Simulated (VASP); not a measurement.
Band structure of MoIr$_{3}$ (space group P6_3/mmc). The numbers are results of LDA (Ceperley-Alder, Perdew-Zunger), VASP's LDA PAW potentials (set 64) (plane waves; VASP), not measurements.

Unless said otherwise, spin-orbit coupling is left out, though it shifts the bands of the heavy elements here.

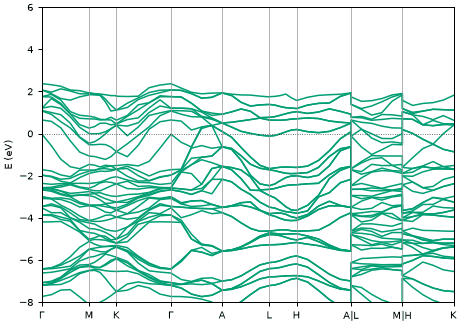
*Bands along high-symmetry lines, zero at the valence-band maximum or, without a gap, the Fermi level*

Read the plot: is there a gap, and where are the band edges?

It has no gap at this level: it comes out as a metal or semimetal.

The structure comes from a measured MoIr3 entry of the Crystallography Open Database, whose conditions weren't checked. The cell was not relaxed at this level.
